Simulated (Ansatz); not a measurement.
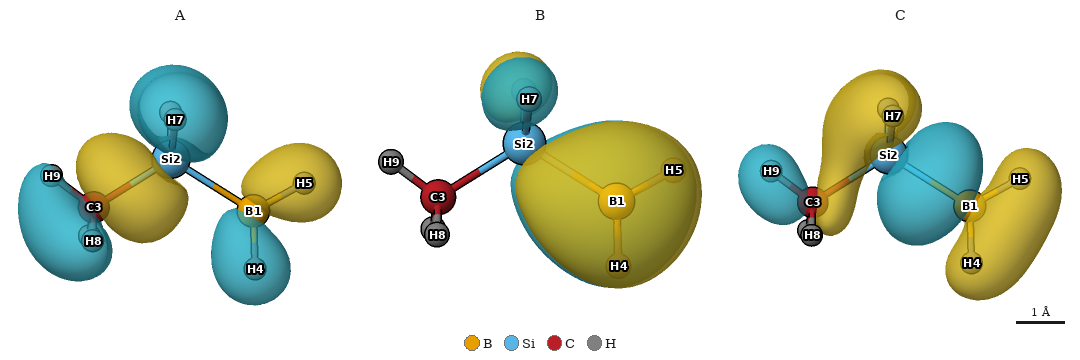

CH7BSi (SMILES B[SiH2]C). Three frontier orbitals at ±0.08 Å⁻³ᐟ² (yellow and cyan are the two phases), in no order.

Geometry: PBE0-D4/def2-TZVP.

The calculation used RKS PBE0-D4/def2-TZVPP in Ansatz.

Input file:

```
crystal:
  periodic: [false, false, false]
  atoms:
    - {symbol: B, position_ang: [-1.266257, 0.487832, -1.255517]}
    - {symbol: Si, position_ang: [0.254474, 0.617956, 0.051936]}
    - {symbol: C, position_ang: [0.736333, -0.977475, 0.912717]}
    - {symbol: H, position_ang: [-1.817209, -0.537632, -1.534784]}
    - {symbol: H, position_ang: [-1.653153, 1.478199, -1.805918]}
    - {symbol: H, position_ang: [-0.100313, 1.654177, 1.069775]}
    - {symbol: H, position_ang: [1.427521, 1.157040, -0.704697]}
    - {symbol: H, position_ang: [1.030887, -1.735898, 0.183670]}
    - {symbol: H, position_ang: [1.573246, -0.820637, 1.596596]}
    - {symbol: H, position_ang: [-0.102428, -1.374764, 1.489123]}
basis:
  gaussian: {orbitals: def2-TZVPP}
hamiltonian: {xc: pbe0, dispersion: d4}
output: {orbitals: {seedname: orbitals}}
```

Launched as:

```sh
ansatz run in.yaml --threads 2 --pin off --events-out ev --progress --plain --max-ram 4352MiB
```

Order the three orbitals by energy and name them.

A is the HOMO−1 (−8.92 eV). It lies mainly on C3 (about 35 %), Si2 (about 25 %), H6 (about 10 %), B1 (about 10 %) and H7 (about 5 %). C is the HOMO (−8.10 eV). Its weight (Hirshfeld) is mainly on B1 (about 35 %), Si2 (about 35 %), H5 (about 5 %) and H4 (about 5 %). B is the LUMO (−2.31 eV). It lies mainly on B1 (about 65 %), Si2 (about 15 %), H4 (about 5 %) and H5 (about 5 %).

What is the HOMO–LUMO gap?

5.79 eV between the orbital energies.
